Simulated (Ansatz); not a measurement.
**doublet CH6AlN+: levels of theory compared**

Wanted: a comparison of 3 runs (UHF/def2-SVPD, UB3LYP/6-31G*, UBLYP/def2-SVPD) of doublet CH6AlN+. 

The results are computed with Ansatz 0.2.0.

35 further runs of the same task are left out: 35 set aside as unsound or not needed. Runs told in other sessions of the task aren't counted.

### 1 The molecule

CH6AlN+: 9 atoms, total charge +1, spin state doublet. As SMILES of the parent species, `C[NH][AlH2]`. Geometry: relaxed at PBE0-D4/def2-TZVP. That shape belongs to the parent species and isn't relaxed for this state.

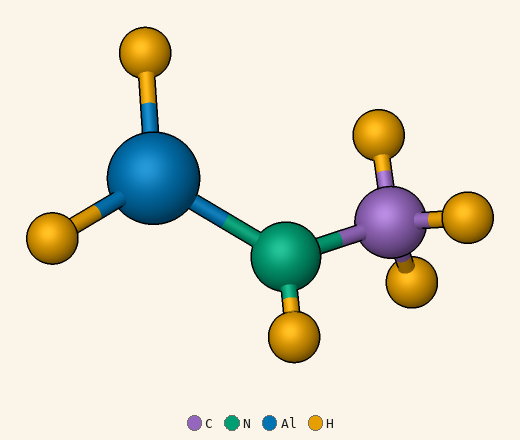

Viewed from a chosen angle; carbon purple, nitrogen teal, aluminium blue, hydrogen amber.

### 2 The energy at UHF/def2-SVPD (run 1)

Input file input.yaml:

```yaml
basis:
  gaussian:
    orbitals: def2-SVPD
crystal:
  periodic: [false, false, false]
  atoms:
    - symbol: C
      position_ang: [-0.384500, 0.934700, -0.771700]
    - symbol: "N"
      position_ang: [0.340000, -0.253200, -0.374200]
    - symbol: Al
      position_ang: [0.335300, -1.074400, 1.190900]
    - symbol: H
      position_ang: [-1.074800, 0.743900, -1.602200]
    - symbol: H
      position_ang: [0.284400, 1.748600, -1.076000]
    - symbol: H
      position_ang: [-0.981000, 1.302600, 0.066800]
    - symbol: H
      position_ang: [0.905500, -0.619100, -1.126300]
    - symbol: H
      position_ang: [1.234400, -2.369900, 1.339700]
    - symbol: H
      position_ang: [-0.570900, -0.459500, 2.335900]
total_charge: 1
magnetization:
  spin_polarized: true
  initial_magnetization: 1
hamiltonian:
  xc: hf
accuracy: high
output: {orbitals: {seedname: orbitals}}
```

Started as:

```console
$ ansatz run input.yaml --threads 1 --pin off --max-ram 2610MiB --events-out events.jsonl --progress --plain --runs-dir runs
```

Standard output:

```text
Warning: RAYON_NUM_THREADS=1 ignored (pool sized by the plan → 1); use --threads N
Functional definition: HF
  name "HF"
  exchange = exact_x
  correlation = 0
2300 factors; integrals over basis functions are off by at most 3.7e-9 eV
mean field evaluation 1: about -9167.9334 eV, gradient 4.0e1 eV
mean field evaluation 2: about -9167.9362 eV, gradient 4.0e1 eV
mean field evaluation 4: about -9177.8047 eV, gradient 1.1e1 eV
mean field evaluation 8: about -9178.7797 eV, gradient 2.0e-1 eV
mean field evaluation 16: about -9177.8262 eV, gradient 1.2e1 eV
mean field evaluation 32: about -9172.3990 eV, gradient 3.0e0 eV
mean field evaluation 64: about -9168.6538 eV, gradient 1.1e1 eV
mean field -9178.78062868 eV, -337.3139665030 hartree, gradient 3.0e-8 eV, S^2 0.761441; 2 other end points of the search recorded, 0 dependent functions left out
reference -9178.78062868 eV, -337.3139665030 hartree; 16, 15 occupied and 96, 97 virtual orbitals, 2300 factors
Total energy: -9178.78062868 eV, -337.3139665030 hartree
```

Run time: 9.3 s. Hardware: 1 thread of Arm Neoverse V2, shared host; peak memory 0.35 GiB.

### 3 A single-point energy at UB3LYP/6-31G(d) (spherical functions) (run 2)

Input file molecule.yaml:

```yaml
crystal:
  periodic: [false, false, false]
  atoms:
    - symbol: C
      position_ang: [-0.384500, 0.934700, -0.771700]
    - symbol: "N"
      position_ang: [0.340000, -0.253200, -0.374200]
    - symbol: Al
      position_ang: [0.335300, -1.074400, 1.190900]
    - symbol: H
      position_ang: [-1.074800, 0.743900, -1.602200]
    - symbol: H
      position_ang: [0.284400, 1.748600, -1.076000]
    - symbol: H
      position_ang: [-0.981000, 1.302600, 0.066800]
    - symbol: H
      position_ang: [0.905500, -0.619100, -1.126300]
    - symbol: H
      position_ang: [1.234400, -2.369900, 1.339700]
    - symbol: H
      position_ang: [-0.570900, -0.459500, 2.335900]
basis:
  gaussian:
    orbitals: 6-31G_st_-spherical.json
total_charge: 1
magnetization:
  spin_polarized: true
  initial_magnetization: 1
hamiltonian:
  xc: {name: B3LYP}
accuracy: high
output:
  orbitals: {seedname: orbitals}
```

The basis set 6-31G* is read from a file made from the Basis Set Exchange's data (not shown).

Started as:

```console
$ ansatz run molecule.yaml --threads 1 --pin off --max-ram 2610MiB --events-out events.jsonl --progress --plain --runs-dir runs
```

Standard output:

```text
Warning: RAYON_NUM_THREADS=1 ignored (pool sized by the plan → 1); use --threads N
Functional definition: B3LYP
  name "B3LYP"
  parameter a0 = 0.2
  parameter ax = 0.72
  parameter ac = 0.81
  exchange = (1 - a0 - ax)*slater_x + ax*b88_x + a0*exact_x
  correlation = (1 - ac)*vwn_rpa_c + ac*lyp_c
1382 factors; integrals over basis functions are off by at most 3.5e-9 eV
mean field evaluation 1: about -9192.7986 eV, gradient 6.3e1 eV
mean field evaluation 2: about -9084.6098 eV, gradient 1.3e2 eV
mean field evaluation 4: about -9209.3347 eV, gradient 2.4e1 eV
mean field evaluation 8: about -9213.0594 eV, gradient 6.8e-1 eV
mean field evaluation 16: about -9213.2184 eV, gradient 8.8e-4 eV
mean field evaluation 32: about -9211.9861 eV, gradient 1.0e1 eV
mean field -9213.21841975 eV, -338.5795319819 hartree, gradient 7.2e-8 eV, S^2 0.753701; 3 other end points of the search recorded, 0 dependent functions left out
reference -9213.21846030 eV, -338.5795334722 hartree; 16, 15 occupied and 42, 43 virtual orbitals, 1382 factors
Total energy: -9213.21846030 eV, -338.5795334722 hartree
```

It took 8.7 s on 1 thread of Arm Neoverse V2, shared host; peak memory 0.24 GiB.

### 4 The energy at UBLYP/def2-SVPD (run 3)

Input file molecule.yaml:

```yaml
crystal:
  periodic: [false, false, false]
  atoms:
    - {symbol: C, position_ang: [-0.384500, 0.934700, -0.771700]}
    - {symbol: N, position_ang: [0.340000, -0.253200, -0.374200]}
    - {symbol: Al, position_ang: [0.335300, -1.074400, 1.190900]}
    - {symbol: H, position_ang: [-1.074800, 0.743900, -1.602200]}
    - {symbol: H, position_ang: [0.284400, 1.748600, -1.076000]}
    - {symbol: H, position_ang: [-0.981000, 1.302600, 0.066800]}
    - {symbol: H, position_ang: [0.905500, -0.619100, -1.126300]}
    - {symbol: H, position_ang: [1.234400, -2.369900, 1.339700]}
    - {symbol: H, position_ang: [-0.570900, -0.459500, 2.335900]}
basis:
  gaussian: {orbitals: def2-SVPD}
total_charge: 1
magnetization: {spin_polarized: true, initial_magnetization: 1}
hamiltonian: {xc: {name: BLYP}}
accuracy: high
output: {orbitals: {seedname: orbitals}}
```

Started as:

```console
$ ansatz run molecule.yaml --threads 1 --pin off --max-ram 2610MiB --events-out events.jsonl --progress --plain --runs-dir runs
```

Standard output:

```text
Warning: RAYON_NUM_THREADS=1 ignored (pool sized by the plan → 1); use --threads N
Functional definition: BLYP
  name "BLYP"
  parameter beta = 0.0042
  parameter a = 0.04918
  parameter b = 0.132
  parameter c = 0.2533
  parameter d = 0.349
  exchange = b88_x(beta = beta)
  correlation = lyp_c(a = a, b = b, c = c, d = d)
2300 factors; integrals over basis functions are off by at most 3.7e-9 eV
mean field evaluation 1: about -9182.2776 eV, gradient 7.2e1 eV
mean field evaluation 2: about -8968.5326 eV, gradient 1.5e2 eV
mean field evaluation 4: about -9201.7160 eV, gradient 3.1e1 eV
mean field evaluation 8: about -9203.9159 eV, gradient 1.9e1 eV
mean field evaluation 16: about -9207.9695 eV, gradient 7.0e-1 eV
mean field evaluation 32: about -9207.9734 eV, gradient 8.1e-5 eV
mean field -9207.97354961 eV, -338.3867865595 hartree, gradient 2.0e-8 eV, S^2 0.753572; 4 other end points of the search recorded, 0 dependent functions left out
reference -9207.97360915 eV, -338.3867887475 hartree; 16, 15 occupied and 96, 97 virtual orbitals, 2300 factors
Total energy: -9207.97360915 eV, -338.3867887475 hartree
```

Wall time 27 s (1 thread of Arm Neoverse V2, shared host); peak memory 0.41 GiB.

### 5 All runs side by side

| run | level | energy (Eh) | HOMO energy (eV) | LUMO energy (eV) | ⟨S²⟩ | wall time |
| --- | --- | --- | --- | --- | --- | --- |
| 1 | UHF/def2-SVPD | -337.313967 | -16.60 | -6.24 | 0.761 | 9.3 s |
| 2 | UB3LYP/6-31G* (spherical functions) | -338.579533 | -13.27 | -11.57 | 0.754 | 8.7 s |
| 3 | UBLYP/def2-SVPD | -338.386789 | -12.29 | -12.26 | 0.754 | 27 s |

### 6 What came out

| quantity | value |
| --- | --- |
| run 3: total energy | -338.38679 Eh |
| run 3: HOMO energy (highest over α and β) | -12.29 eV |
| run 3: LUMO energy (lowest over α and β) | -12.26 eV |
| run 3: ⟨S²⟩ | 0.754 |

Totals of different functionals can't be ranked against each other. All runs together took 45 s, the longest 27 s.
